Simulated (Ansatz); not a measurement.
# CH6O2SSi: ladder of methods at one geometry

Wanted for CH6O2SSi: a ladder of methods at one geometry. SMILES: OC(S)O[SiH3].

Program: Ansatz 0.2.0 through its Python package. The levels of theory stand in the script. These are calculated values, not measurements.

## 1. The structure

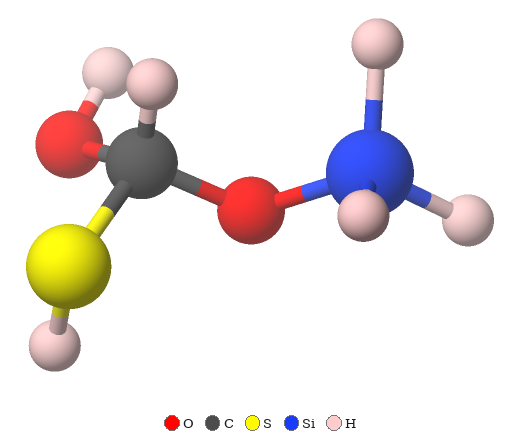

The structure that the script starts from, seen from a chosen angle (oxygen red, carbon dark grey, sulfur yellow, silicon blue, hydrogen pink).

No structure file is read: the coordinates are typed or built in the script.

## 2. The code

methods.py reads:

```python
from dataclasses import dataclass
from pathlib import Path

import ansatz as az
from ase import Atoms
import numpy as np


@dataclass
class Options:
    basis: str = 'cc-pVDZ'


settings = Options()

atoms = Atoms(['O', 'C', 'S', 'O', 'Si', 'H', 'H', 'H', 'H', 'H', 'H'], positions=[
    (-1.5581, -1.3464, 0.5254),
    (-0.49, -0.4457, 0.6455),
    (0.622, -1.1747, 1.8318),
    (0.1786, -0.3152, -0.6342),
    (0.7725, 1.1218, -1.0879),
    (-2.2433, -0.7865, -0.0222),
    (-0.8224, 0.5153, 1.0495),
    (0.7537, -2.3422, 1.2149),
    (1.2761, 1.0666, -2.4201),
    (-0.2839, 2.167, -0.959),
    (1.8603, 1.483, -0.1231),
])
molecule = az.Crystal.molecule_from_ase(atoms)

base = molecule.calculation().basis(gaussian=settings.basis)

print('functional    E (Ha)        dipole (D)   HOMO (eV)  LUMO (eV)')
for name in ['r2scan0', 'hse06', 'lc_wpbe', 'pbe', 'blyp', 'cam_b3lyp']:
    data = base.functional(name).forces().orbitals().run(threads=1, runs_dir='runs').report
    lines = Path(data['orbitals_path']).read_text().splitlines()
    field_of = lambda key: [line.split('=')[1].strip() for line in lines if line.startswith(key)]
    orbitals = [(27.211386 * float(e), s, float(n)) for e, s, n in zip(field_of('Ene='), field_of('Spin='), field_of('Occup='))]
    homo = max(e for e, _, n in orbitals if n > 0.5)
    lumo = min(e for e, _, n in orbitals if n < 0.5)
    dipole = 4.803205 * np.linalg.norm(data['charge_distribution']['dipole_moment_e_ang'])
    print(f'{name:10s} {data["free_energy_ev"] / 27.211386246:14.6f} {dipole:9.3f} {homo:11.3f} {lumo:10.3f}')
```

## 3. The input behind the calls

The package turns the script's settings into the engine's input (first run):

```yaml
crystal:
  periodic: [false, false, false]
  atoms:
    - { symbol: O, position_ang: [-1.5581, -1.3464, 0.5254] }
    - { symbol: C, position_ang: [-0.49, -0.4457, 0.6455] }
    - { symbol: S, position_ang: [0.622, -1.1747, 1.8318] }
    - { symbol: O, position_ang: [0.1786, -0.3152, -0.6342] }
    - { symbol: Si, position_ang: [0.7725, 1.1218, -1.0879] }
    - { symbol: H, position_ang: [-2.2433, -0.7865, -0.0222] }
    - { symbol: H, position_ang: [-0.8224, 0.5153, 1.0495] }
    - { symbol: H, position_ang: [0.7537, -2.3422, 1.2149] }
    - { symbol: H, position_ang: [1.2761, 1.0666, -2.4201] }
    - { symbol: H, position_ang: [-0.2839, 2.167, -0.959] }
    - { symbol: H, position_ang: [1.8603, 1.483, -0.1231] }
basis:
  gaussian:
    orbitals: cc-pVDZ
hamiltonian:
  xc: r2scan0
output:
  orbitals: {}
  forces: true
```

## 4. Running it

Launch:

```console
$ python methods.py
```

Output:

```text
functional    E (Ha)        dipole (D)   HOMO (eV)  LUMO (eV)
r2scan0       -879.662604     2.035      -7.197      0.836
hse06         -879.354967     1.974      -6.579      0.188
lc_wpbe       -879.527162     2.050      -9.778      2.866
pbe           -879.305812     1.841      -5.640     -0.328
blyp          -879.777598     1.783      -5.446     -0.221
cam_b3lyp     -879.786403     1.969      -8.300      1.599
```

Run time: 38 s. Hardware: 1 thread of Arm Neoverse V1, shared host; peak memory 0.36 GiB.

## 5. Inputs of later runs

The engine's inputs for some of the other runs:

Run 2, against run 1:

```diff
@@ -19 +19 @@
-  xc: r2scan0
+  xc: hse06
```

Run 3, against run 1:

```diff
@@ -19 +19 @@
-  xc: r2scan0
+  xc: lc_wpbe
```

Run 5, against run 1:

```diff
@@ -19 +19 @@
-  xc: r2scan0
+  xc: blyp
```

## 6. The engine's runs

From the records of these 6 runs:

| run | functional | energy (eV) | SCF cycles | CPU time (s) |
| --- | --- | --- | --- | --- |
| 1 | r2scan0 | -23936.8389 | 18 | 9.8 |
| 2 | hse06 | -23928.4677 | 18 | 6.7 |
| 3 | lc_wpbe | -23933.1533 | 17 | 5.2 |
| 4 | pbe | -23927.1301 | 18 | 4.3 |
| 5 | blyp | -23939.9680 | 17 | 4.2 |
| 6 | cam_b3lyp | -23940.2076 | 18 | 6.7 |

Totals hang on method, basis and potentials, so only like runs compare.

The fields below are those of run 1.

## 7. Orbitals and fields

The fields below are evaluated on a grid from the run's orbitals.

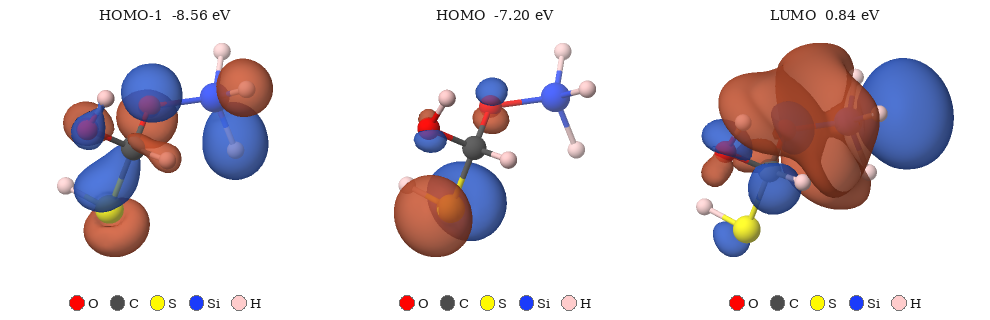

Frontier orbitals at r2SCAN0/cc-pVDZ; each surface holds 70 % of the orbital's density, blue and red mark the sign.

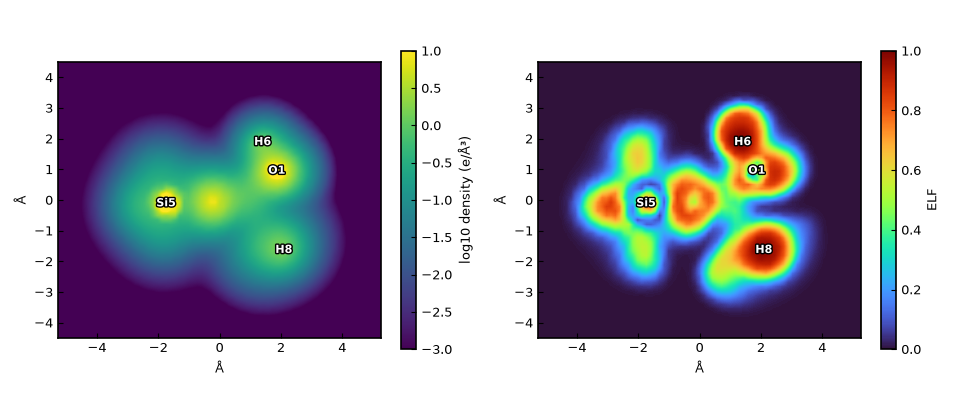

Density (left) and ELF (right) in a plane through or near 4 of the atoms.

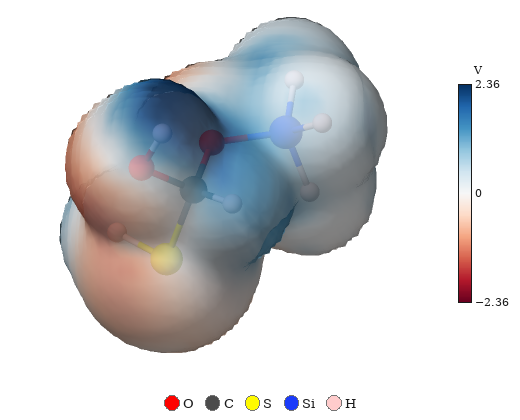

The potential that a unit positive charge feels on the 0.002 e/bohr³ surface, from -1.20 V near O1 to 2.36 V near H6.

## 8. Summary of results

| quantity | value |
| --- | --- |
| runs compared | 6 |
| HOMO-LUMO gap of the mean field (r2SCAN0/cc-pVDZ) | 8.03 eV |

All 6 runs converged, in 17 to 18 cycles. The geometry is a force-field or estimated start, not a minimum of this method, and the basis set is short of its limit. A lower total doesn't mark the better method: functionals have no common bound, and MP2 and coupled cluster aren't variational. Levels such as HOMO and LUMO are orbital energies: with these approximate functionals they aren't the ionisation energy and electron affinity, and their gap isn't the fundamental gap. For Al to Cl the sets with a tight d function, cc-pV(X+d)Z, are usual. hse06 follows the composition of plane-wave codes, whose totals differ by tens of mHa, up to about 0.1 Ha, from the form usual in Gaussian-basis programs (wpbeh).
